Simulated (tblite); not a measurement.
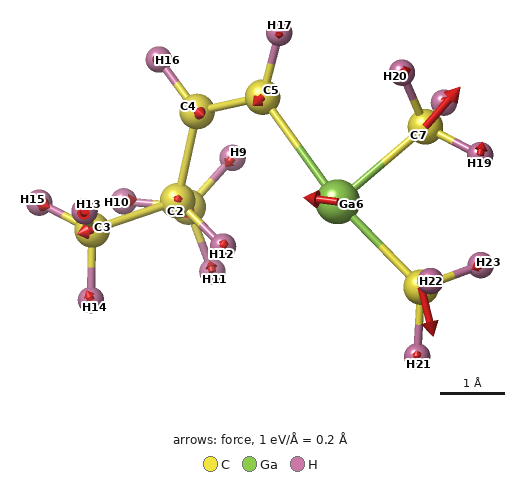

Starting geometry of C₇H₁₅Ga with the computed forces as red arrows. Style: ball-and-stick. Shown at a tilt.

The calculation used tblite, GFN2-xTB geometry optimisation, gas phase. 

**Is this structure relaxed? If not, where do the atoms go?**

It isn't relaxed: the largest force vector, on a C atom, is 4.32 eV/Å. The final displacements have little in common with the starting forces (cosine between the two patterns 0.24). The largest move after the best rigid fit is that of an H atom, 1.84 Å. Largest moves by element: H 1.84 Å, C 0.92 Å, Ga 0.76 Å. Among the contacts that change: C–Ga 1.833 → 2.048 Å, C–Ga 1.928 → 2.051 Å, C–Ga 2.140 → 2.032 Å, C–H 1.126 → 1.088 Å. Bond angles that change, for instance: C–Ga–C 169.6° → 127.1°, C–Ga–C 85.4° → 118.4°, C–Ga–C 86.6° → 114.3°. Groups turn about C–C by about 35°. After 151 geometry steps the energy has fallen by 273.4 kJ/mol.
